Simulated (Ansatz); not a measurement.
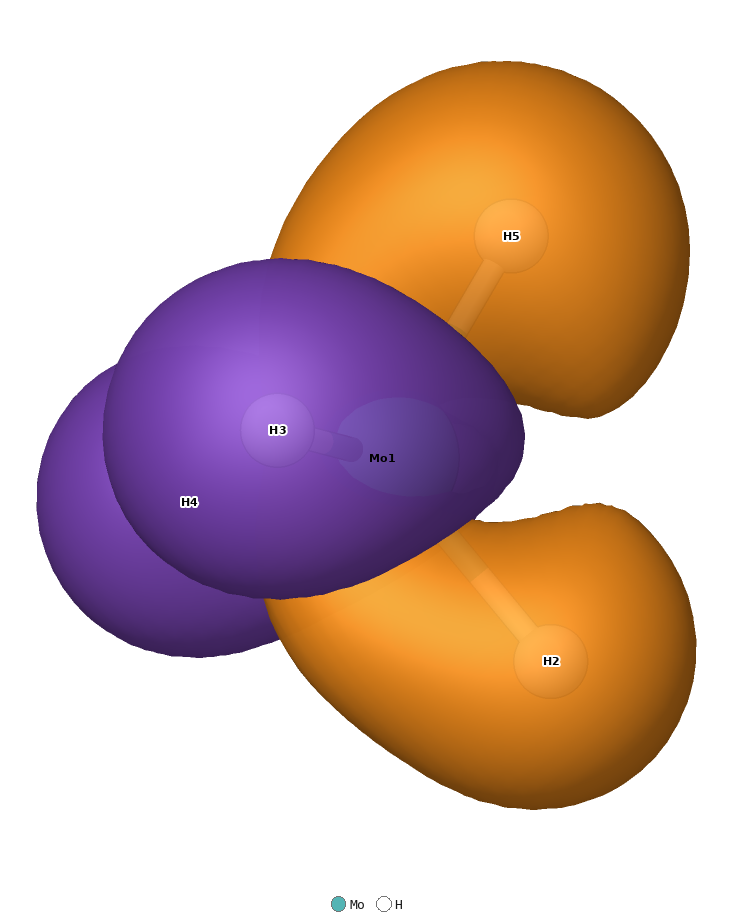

Figure. H4Mo (MoH4) (triplet). The HOMO (β) at ±0.08 Å⁻³ᐟ² (orange and purple are the two phases), seen at a tilt.

Geometry: r2SCAN-D4/def2-TZVP; core potentials replace the inner electrons of Mo.

Method: Ansatz, UKS PBE0-D4/def2-TZVP.

```yaml
atoms:
  - { symbol: Mo, position_ang: [0.0000, 0.0000, 0.0000] }
  - { symbol: H, position_ang: [0.0103, -0.0174, 1.6885] }
  - { symbol: H, position_ang: [1.5886, 0.0105, -0.5726] }
  - { symbol: H, position_ang: [-0.8034, 1.3822, -0.5438] }
  - { symbol: H, position_ang: [-0.7955, -1.3753, -0.5721] }
```

Question: Describe this orbital and give its energy.

Answer: By Hirshfeld shares it lies mainly on Mo1 (about 45 %), H2 (about 15 %), H3 (about 15 %), H4 (about 15 %) and H5 (about 15 %). It is one of a degenerate set, so its orientation is arbitrary. Its energy is −9.11 eV.
